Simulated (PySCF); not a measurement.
# C₄H₆AlBrO₂ (SMILES Br/C=[CH]/[Al]1[O]CC[O]1): what the fields show

```yaml
atoms:
  - { symbol: Br, position_ang: [4.9234, 0.1065, -0.0135] }
  - { symbol: C, position_ang: [3.0211, 0.2039, 0.0633] }
  - { symbol: C, position_ang: [2.2146, -0.7210, -0.4315] }
  - { symbol: Al, position_ang: [0.3027, -0.3784, -0.2194] }
  - { symbol: O, position_ang: [-0.4282, 0.9559, 0.5403] }
  - { symbol: C, position_ang: [-1.8277, 0.8408, 0.4911] }
  - { symbol: C, position_ang: [-2.2480, -0.4860, -0.2425] }
  - { symbol: O, position_ang: [-1.1134, -1.2007, -0.6641] }
  - { symbol: H, position_ang: [2.6818, 1.1013, 0.5569] }
  - { symbol: H, position_ang: [2.6167, -1.6025, -0.9186] }
  - { symbol: H, position_ang: [-2.2347, 1.7046, -0.0427] }
  - { symbol: H, position_ang: [-2.2179, 0.8381, 1.5130] }
  - { symbol: H, position_ang: [-2.8297, -1.1156, 0.4370] }
  - { symbol: H, position_ang: [-2.8613, -0.2476, -1.1163] }
```

Geometry: GFN2-xTB.

These are results of PySCF 2.14.0, CAM-B3LYP/def2-SVPD, SCF density, gas phase, not measurements.

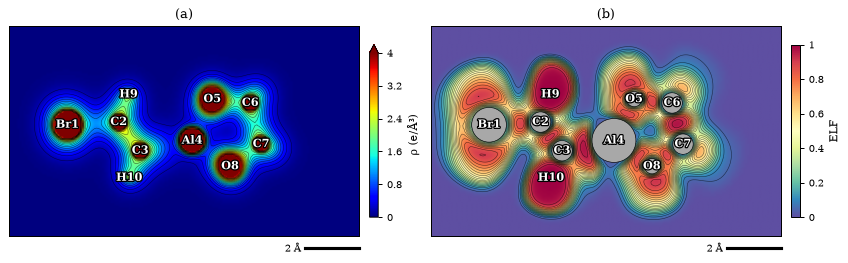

Figure 1. (a) electron density; (b) ELF on the plane of atoms C6, C7 and O8. Grey discs cover the atomic cores in the ELF map.

> Read the bonding off the picture.

Atoms in the plane: Br, C, Al, O and H.
C–C (1.32 Å): the density is about 2.3 e/Å³ at the midpoint; the ELF peaks at about 0.90 between the atoms (a short, multiple covalent bond).
C–O (1.41 Å): the density is about 2.1 e/Å³ at the midpoint, with its minimum of 1.8 e/Å³ about 0.5 Å from C; the ELF peaks at about 0.90 between the atoms (a polar covalent bond).
Al–O (1.70 Å): the density is about 0.9 e/Å³ at the midpoint; the ELF peaks at about 0.90 in the valence shell of O, 0.6 Å from its nucleus, and is about 0.45 at the midpoint.
C–Br (1.91 Å): ρ is about 1.1 e/Å³ halfway; the ELF peaks at about 0.90 between the atoms; a covalent bond.
C–Al (1.95 Å): ρ is about 0.73 e/Å³ halfway; the ELF peaks at about 0.95 between the atoms, as expected for a polar covalent bond.
The ELF also peaks beside O8, Br1 and O5, away from the bonds: lone-pair regions.

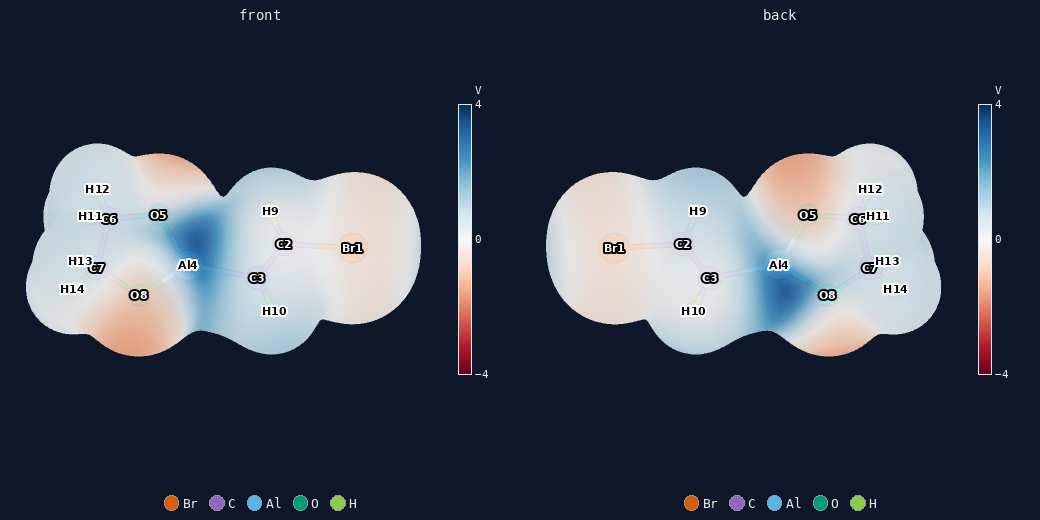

Figure 2. The electrostatic potential painted on the density surface at 0.002 e/bohr³, seen from the front and from behind; the colour scale runs from red (negative) to blue (positive).

> Where is the surface potential most negative and most positive?

The most negative region (about −1.5 V, or −35 kcal/mol for a unit charge) lies over O5 and O8, the most positive (about +3.2 V, or +74 kcal/mol for a unit charge) over Al4. Br1 shows a σ-hole: about +0.8 V, or +18 kcal/mol for a unit charge at the tip opposite its bond, against about −0.4 V, or −9 kcal/mol for a unit charge on its flanks.
